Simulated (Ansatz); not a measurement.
# BaPbO3 (C2/m): the host for defect calculations, part 3 of 4

Before any defect goes in: BaPbO3 (C2/m) at rest, and how it screens a charge.

Ansatz 0.2.0; plane-wave PAW DFT, PBEsol; relaxation of the host's cell and atoms (the session's first sound run).

So far. Step 3 (Dielectric tensors of the host): The principal values of the electronic dielectric tensor are 7.83, 7.96 and 7.99. The principal values of the static dielectric tensor are 22.35, 24.77 and 44.37.

**6. Defect free supercell relaxed from its symmetric sites**

This cell, the one that will hold the defects, is built from the relaxed host. Its coarser k-points can move the atoms a little, so it is relaxed from the symmetric sites, as the reference for the test of stability.

This step: plane-wave PAW DFT, PBEsol; relaxation of the defect-free supercell from its symmetric sites (Ansatz 0.2.0).

Input file pristine.symmetric/input.yaml:

```yaml
crystal:
  lattice:
    - [8.576952403, 0.0, 0.0221240837]
    - [0.0, 8.5132744423, 0.0]
    - [-8.4724340977, 0.0, 8.5597742465]
  atoms:
    - { symbol: Ba, position: [0.2429653914, 0.5, 0.4965561142] }
    - { symbol: Ba, position: [0.7429653914, 0.0, 0.4965561142] }
    - { symbol: Ba, position: [0.2570346086, 0.0, 0.0034438858] }
    - { symbol: Ba, position: [0.7570346086, 0.5, 0.0034438858] }
    - { symbol: Pb, position: [0.25, 0.25, 0.25] }
    - { symbol: Pb, position: [0.75, 0.75, 0.25] }
    - { symbol: Pb, position: [0.25, 0.75, 0.25] }
    - { symbol: Pb, position: [0.75, 0.25, 0.25] }
    - { symbol: O, position: [0.0, 0.292356819, 0.0] }
    - { symbol: O, position: [0.5, 0.792356819, 0.0] }
    - { symbol: O, position: [0.0, 0.707643181, 0.0] }
    - { symbol: O, position: [0.5, 0.207643181, 0.0] }
    - { symbol: O, position: [0.3239747414, 0.5, 0.2864877337] }
    - { symbol: O, position: [0.8239747414, 0.0, 0.2864877337] }
    - { symbol: O, position: [0.1760252586, 0.0, 0.2135122663] }
    - { symbol: O, position: [0.6760252586, 0.5, 0.2135122663] }
    - { symbol: O, position: [0.0, 0.7068983982, 0.25] }
    - { symbol: O, position: [0.5, 0.2068983982, 0.25] }
    - { symbol: O, position: [0.0, 0.2931016018, 0.25] }
    - { symbol: O, position: [0.5, 0.7931016018, 0.25] }
    - { symbol: Ba, position: [0.2429653914, 0.5, 0.9965561142] }
    - { symbol: Ba, position: [0.7429653914, 0.0, 0.9965561142] }
    - { symbol: Ba, position: [0.2570346086, 0.0, 0.5034438858] }
    - { symbol: Ba, position: [0.7570346086, 0.5, 0.5034438858] }
    - { symbol: Pb, position: [0.25, 0.25, 0.75] }
    - { symbol: Pb, position: [0.75, 0.75, 0.75] }
    - { symbol: Pb, position: [0.25, 0.75, 0.75] }
    - { symbol: Pb, position: [0.75, 0.25, 0.75] }
    - { symbol: O, position: [0.0, 0.292356819, 0.5] }
    - { symbol: O, position: [0.5, 0.792356819, 0.5] }
    - { symbol: O, position: [0.0, 0.707643181, 0.5] }
    - { symbol: O, position: [0.5, 0.207643181, 0.5] }
    - { symbol: O, position: [0.3239747414, 0.5, 0.7864877337] }
    - { symbol: O, position: [0.8239747414, 0.0, 0.7864877337] }
    - { symbol: O, position: [0.1760252586, 0.0, 0.7135122663] }
    - { symbol: O, position: [0.6760252586, 0.5, 0.7135122663] }
    - { symbol: O, position: [0.0, 0.7068983982, 0.75] }
    - { symbol: O, position: [0.5, 0.2068983982, 0.75] }
    - { symbol: O, position: [0.0, 0.2931016018, 0.75] }
    - { symbol: O, position: [0.5, 0.7931016018, 0.75] }
basis:
  ecutwfc: 420
  xc_grid: 2
hamiltonian:
  xc: pbesol
kpoints:
  mp_grid: { grid: [1, 1, 1], shift: [0.25, 0.25, 0.25] }
scf:
  occupations: { method: fermi_dirac, width: 0.01 }
  max_iter: 80
output:
  forces: true
relax:
  f_tol: 0.01
  max_steps: 60
  escape_saddle: false
checkpoint:
  write: "../pristine.symmetric.run"
  compress: false
  write_wavefunctions: false
  write_every: 100000
```

The run is started by

```console
> ansatz run input.yaml --threads 8 --pin off --max-ram 13189MiB --backend cpu --events-out ev --progress --plain --runs-dir out
```

Numbers of over 12 decimals in the logs are rounded to 6 here.

Output:

```text
[...]
Crystal: 40 atoms, lattice volume = 626.613 Å³
Basis set: ecut = 420 eV, 12249 PW (Γ), exchange–correlation on 120×120×162 points (8 copies of the dense FFT grid, shifted against one another)
Bands: 208, of which v1, the nominal top of the filled ones, is band 168 counted from 1 (167 counted from 0)
Symmetry: 8 space group operations
k-points: 1
[...]
SCF iter   1: F=—  HF=-154410.194407 eV  |F-HF|=—  |Δ(HF+E_count)|=         —  Δρ=1.63e-2  dr2=1.47e0  ethr=1.77e-3  ⟨swp⟩=7.0  Hψ=992  notcnv=0  defer=28
[...]
SCF iter   6: F=-154409.837554 eV  HF=-154409.837555 eV  |F-HF|=4.53e-7  |Δ(HF+E_count)|=   7.25e-7  Δρ=1.64e-5  dr2=1.26e-6  ethr=7.44e-10  ⟨swp⟩=4.0  Hψ=927  notcnv=0
SCF 1 converged in 6 iterations: F = -154409.837554 eV  dr2 = 1.26e-6
[...]
relax step   1: F+E_penalty+E_count = -154409.83755421 eV  Δ(F+E_penalty+E_count) = +0.000e0 eV  max|allowed force component| = 1.069e-1 eV/Å  Δτ_max = 0.0000 Å  (6 SCF iters, dr2 threshold 2.50e-6 eV, accepted)
[...]
relax step   2: F+E_penalty+E_count = -154409.83448342 eV  Δ(F+E_penalty+E_count) = +3.071e-3 eV  max|allowed force component| = 1.498e-1 eV/Å  Δτ_max = 0.0377 Å  (6 SCF iters, dr2 threshold 7.14e-7 eV, rejected (line search))
relax step   3: F+E_penalty+E_count = -154409.85148249 eV  Δ(F+E_penalty+E_count) = -1.393e-2 eV  max|allowed force component| = 4.402e-2 eV/Å  Δτ_max = 0.0184 Å  (6 SCF iters, accepted)
relax step   4: F+E_penalty+E_count = -154409.85182983 eV  Δ(F+E_penalty+E_count) = -3.473e-4 eV  max|allowed force component| = 4.297e-2 eV/Å  Δτ_max = 0.0259 Å  (6 SCF iters, dr2 threshold 1.21e-7 eV, accepted)
relax step   5: F+E_penalty+E_count = -154409.85600875 eV  Δ(F+E_penalty+E_count) = -4.179e-3 eV  max|allowed force component| = 1.056e-2 eV/Å  Δτ_max = 0.0109 Å  (6 SCF iters, dr2 threshold 3.13e-7 eV, accepted)
relax step   6: F+E_penalty+E_count = -154409.85537038 eV  Δ(F+E_penalty+E_count) = +6.384e-4 eV  max|allowed force component| = 2.808e-2 eV/Å  Δτ_max = 0.0073 Å  (6 SCF iters, rejected (line search))
SCF iter   1: F=—  HF=-154409.857430 eV  |F-HF|=—  |Δ(HF+E_count)|=         —  Δρ=6.26e-4  dr2=2.89e-3  ethr=1.32e-5  ⟨swp⟩=5.0  Hψ=334  notcnv=0  defer=32
[...]
SCF iter   6: F=-154409.856285 eV  HF=-154409.856285 eV  |F-HF|=1.51e-9  |Δ(HF+E_count)|=   2.61e-8  Δρ=8.91e-7  dr2=4.02e-9  ethr=8.83e-12  ⟨swp⟩=3.0  Hψ=760  notcnv=0
SCF 7 converged in 6 iterations: F = -154409.856285 eV  dr2 = 4.02e-9
relax step   7: F+E_penalty+E_count = -154409.85628490 eV  Δ(F+E_penalty+E_count) = -2.761e-4 eV  max|allowed force component| = 6.148e-3 eV/Å  Δτ_max = 0.0037 Å  (6 SCF iters, accepted)
SCF converged after 6 iterations
Free energy (F): -154409.856285 eV
[...]
Internal energy: -154409.856285 eV  (E = F + TS)
E sigma→0 (E₀):  -154409.856285 eV
Fermi energy:    9.528440 eV
[...]
--- Forces (eV/Å), atoms counted from 1 ---
  atom   1  Ba     0.00171180     0.00004909    -0.00071229
  atom   2  Ba     0.00171180     0.00004909    -0.00071229
  atom   3  Ba    -0.00171180    -0.00004909     0.00071229
  atom   4  Ba    -0.00171180    -0.00004909     0.00071229
  atom   5  Pb     0.00000000     0.00000000     0.00000000
  atom   6  Pb     0.00000000     0.00000000     0.00000000
  atom   7  Pb     0.00000000    -0.00000000     0.00000000
  atom   8  Pb     0.00000000     0.00000000     0.00000000
  atom   9  O     -0.00080316     0.00369214     0.00085266
  atom  10  O     -0.00080316     0.00369214     0.00085266
  atom  11  O      0.00080316    -0.00369214    -0.00085266
  atom  12  O      0.00080316    -0.00369214    -0.00085266
  atom  13  O      0.00046440     0.00614805     0.00123654
  atom  14  O      0.00046440     0.00614805     0.00123654
  atom  15  O     -0.00046440    -0.00614805    -0.00123654
  atom  16  O     -0.00046440    -0.00614805    -0.00123654
  atom  17  O     -0.00204390     0.00491393     0.00061866
  atom  18  O     -0.00204390     0.00491393     0.00061866
  atom  19  O      0.00204390    -0.00491393    -0.00061866
  atom  20  O      0.00204390    -0.00491393    -0.00061866
  atom  21  Ba     0.00171180     0.00004909    -0.00071229
  atom  22  Ba     0.00171180     0.00004909    -0.00071229
  atom  23  Ba    -0.00171180    -0.00004909     0.00071229
  atom  24  Ba    -0.00171180    -0.00004909     0.00071229
  atom  25  Pb     0.00000000    -0.00000000     0.00000000
  atom  26  Pb     0.00000000     0.00000000     0.00000000
  atom  27  Pb     0.00000000    -0.00000000     0.00000000
  atom  28  Pb     0.00000000     0.00000000     0.00000000
  atom  29  O     -0.00080316     0.00369214     0.00085266
  atom  30  O     -0.00080316     0.00369214     0.00085266
  atom  31  O      0.00080316    -0.00369214    -0.00085266
  atom  32  O      0.00080316    -0.00369214    -0.00085266
  atom  33  O      0.00046440     0.00614805     0.00123654
  atom  34  O      0.00046440     0.00614805     0.00123654
  atom  35  O     -0.00046440    -0.00614805    -0.00123654
  atom  36  O     -0.00046440    -0.00614805    -0.00123654
  atom  37  O     -0.00204390     0.00491393     0.00061866
  atom  38  O     -0.00204390     0.00491393     0.00061866
  atom  39  O      0.00204390    -0.00491393    -0.00061866
  atom  40  O      0.00204390    -0.00491393    -0.00061866
  max |Σ_I F_I| component: 5.20e-18 eV/Å
--- Relaxed structure (7 steps of the walk, 5 accepted, 0 SCFs on fresh bases) ---
  F+E_penalty+E_count = -154409.85628490 eV   max|allowed force component| = 6.148e-3 eV/Å
  atoms:
    - { symbol: Ba, position: [0.242750, 0.500096, 0.496655] }
    - { symbol: Ba, position: [0.742750, 9.587541018313201e-5, 0.496655] }
    - { symbol: Ba, position: [0.257250, -9.587541018313197e-5, 0.003345] }
    - { symbol: Ba, position: [0.757250, 0.499904, 0.003345] }
    - { symbol: Pb, position: [0.250000, 0.250000, 0.250000] }
    - { symbol: Pb, position: [0.750000, 0.750000, 0.250000] }
    - { symbol: Pb, position: [0.250000, 0.750000, 0.250000] }
    - { symbol: Pb, position: [0.750000, 0.250000, 0.250000] }
    - { symbol: O, position: [-0.000279, 0.296351, 0.000212] }
    - { symbol: O, position: [0.499721, 0.796351, 0.000212] }
    - { symbol: O, position: [0.000279, 0.703649, -0.000212] }
    - { symbol: O, position: [0.500279, 0.203649, -0.000212] }
    - { symbol: O, position: [0.325139, 0.500712, 0.286465] }
    - { symbol: O, position: [0.825139, 0.000712, 0.286465] }
    - { symbol: O, position: [0.174861, -0.000712, 0.213535] }
    - { symbol: O, position: [0.674861, 0.499288, 0.213535] }
    - { symbol: O, position: [-0.001513, 0.706076, 0.249092] }
    - { symbol: O, position: [0.498487, 0.206076, 0.249092] }
    - { symbol: O, position: [0.001513, 0.293924, 0.250908] }
    - { symbol: O, position: [0.501513, 0.793924, 0.250908] }
    - { symbol: Ba, position: [0.242750, 0.500096, 0.996655] }
    - { symbol: Ba, position: [0.742750, 9.587541018313201e-5, 0.996655] }
    - { symbol: Ba, position: [0.257250, -9.587541018313197e-5, 0.503345] }
    - { symbol: Ba, position: [0.757250, 0.499904, 0.503345] }
    - { symbol: Pb, position: [0.250000, 0.250000, 0.75] }
    - { symbol: Pb, position: [0.75, 0.750000, 0.75] }
    - { symbol: Pb, position: [0.250000, 0.750000, 0.75] }
    - { symbol: Pb, position: [0.75, 0.250000, 0.75] }
    - { symbol: O, position: [-0.000279, 0.296351, 0.500212] }
    - { symbol: O, position: [0.499721, 0.796351, 0.500212] }
    - { symbol: O, position: [0.000279, 0.703649, 0.499788] }
    - { symbol: O, position: [0.500279, 0.203649, 0.499788] }
    - { symbol: O, position: [0.325139, 0.500712, 0.786465] }
    - { symbol: O, position: [0.825139, 0.000712, 0.786465] }
    - { symbol: O, position: [0.174861, -0.000712, 0.713535] }
    - { symbol: O, position: [0.674861, 0.499288, 0.713535] }
    - { symbol: O, position: [-0.001513, 0.706076, 0.749092] }
    - { symbol: O, position: [0.498487, 0.206076, 0.749092] }
    - { symbol: O, position: [0.001513, 0.293924, 0.750908] }
    - { symbol: O, position: [0.501513, 0.793924, 0.750908] }
```

Elapsed: 12 s, on 8 threads of Arm Neoverse V2, shared host; peak memory 1.1 GiB; 76 s of CPU time.

The steps of the relaxation:

```tsv
step	energy less that of the first step (eV)	largest force component (eV/Å)
1	0.0000	0.1069
2	0.0031	0.1498
3	-0.0139	0.0440
4	-0.0143	0.0430
5	-0.0185	0.0106
6	-0.0178	0.0281
7	-0.0187	0.0061
```

Relaxation steps 2, 6 were tried and not accepted.

The run keeps the 8 symmetry operations that it works with, so distortions that break them were not tested.

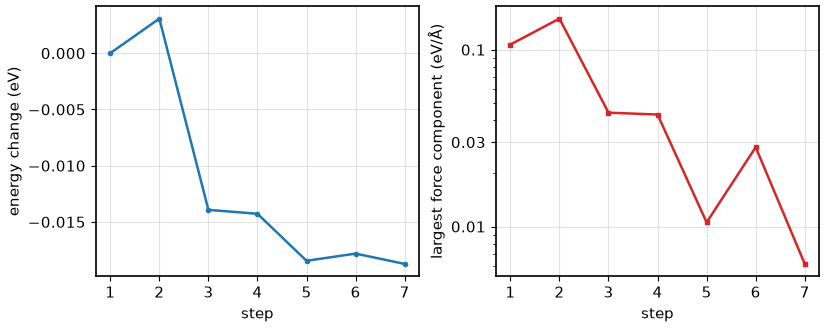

Energy and largest force along the relaxation.

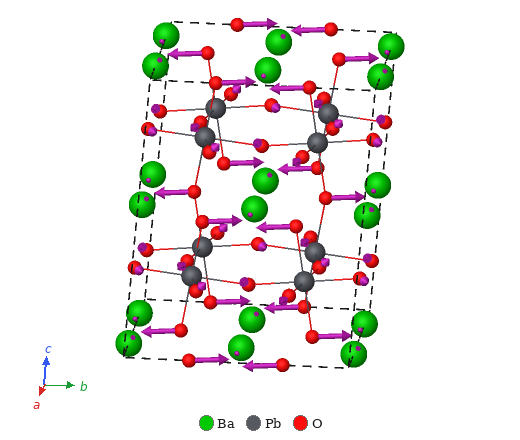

Displacements in the relaxation, exaggerated; the longest in the cell stands for 0.03 Å. Some periodic images of atoms are drawn too.

The atoms that moved most (Å):

```tsv
atom	dx	dy	dz	length
O11	0.004	-0.034	-0.002	0.034
O31	0.004	-0.034	-0.002	0.034
O32	0.004	-0.034	-0.002	0.034
O9	-0.004	0.034	0.002	0.034
O12	0.004	-0.034	-0.002	0.034
O29	-0.004	0.034	0.002	0.034
O10	-0.004	0.034	0.002	0.034
O30	-0.004	0.034	0.002	0.034
```

Final coordinates:

```xyz
40
Lattice="8.5770 0.0000 0.0221 0.0000 8.5133 0.0000 -8.4724 0.0000 8.5598" Properties=species:S:1:pos:R:3 pbc="T T T"
Ba   -2.1258    4.2575    4.2566
Ba    2.1627    0.0008    4.2677
Ba    2.1781   -0.0008    0.0343
Ba    6.4666    4.2558    0.0454
Pb    0.0261    2.1283    2.1455
Pb    4.3146    6.3850    2.1565
Pb    0.0261    6.3850    2.1455
Pb    4.3146    2.1283    2.1565
O    -0.0042    2.5229    0.0018
O     4.2843    6.7796    0.0129
O     0.0042    5.9904   -0.0018
O     4.2927    1.7337    0.0093
O     0.3616    4.2627    2.4593
O     4.6501    0.0061    2.4703
O    -0.3094   -0.0061    1.8317
O     3.9791    4.2506    1.8427
O    -2.1234    6.0110    2.1321
O     2.1651    1.7544    2.1432
O    -2.1128    2.5023    2.1478
O     2.1756    6.7589    2.1588
Ba   -6.3620    4.2575    8.5365
Ba   -2.0736    0.0008    8.5476
Ba   -2.0581   -0.0008    4.3142
Ba    2.2303    4.2558    4.3253
Pb   -4.2101    2.1283    6.4254
Pb    0.0784    6.3850    6.4364
Pb   -4.2101    6.3850    6.4254
Pb    0.0784    2.1283    6.4364
O    -4.2404    2.5229    4.2817
O     0.0481    6.7796    4.2928
O    -4.2320    5.9904    4.2781
O     0.0564    1.7337    4.2891
O    -3.8746    4.2627    6.7392
O     0.4139    0.0061    6.7502
O    -4.5456   -0.0061    6.1116
O    -0.2571    4.2506    6.1226
O    -6.3596    6.0110    6.4120
O    -2.0711    1.7544    6.4231
O    -6.3490    2.5023    6.4276
O    -2.0606    6.7589    6.4387
```

The relaxation ends 0.5 meV an atom lower, with a largest force component of 0.0061 eV/Å.

[end of part 3 of 4]

[Logs are printed without paths, hosts, clocks, repeated set-up lines and the standing remarks that a program may print on its own settings, such as how far it seeks lower states.]

[Hosts, paths, dates, database ids (printed as entryN), source tags and the programs' standing remarks are cut or masked in the printed files.]

[Runs of the host that timed out are not shown.]

[For some hosts the program warned that the k-mesh of the response run may be too coarse for force constants and the static dielectric constant; such warnings are not always shown.]

[The program warned that the k-mesh of a response run behind this text may be too coarse: force constants, and the static dielectric constant and all else formed from them, are not shown converged.]
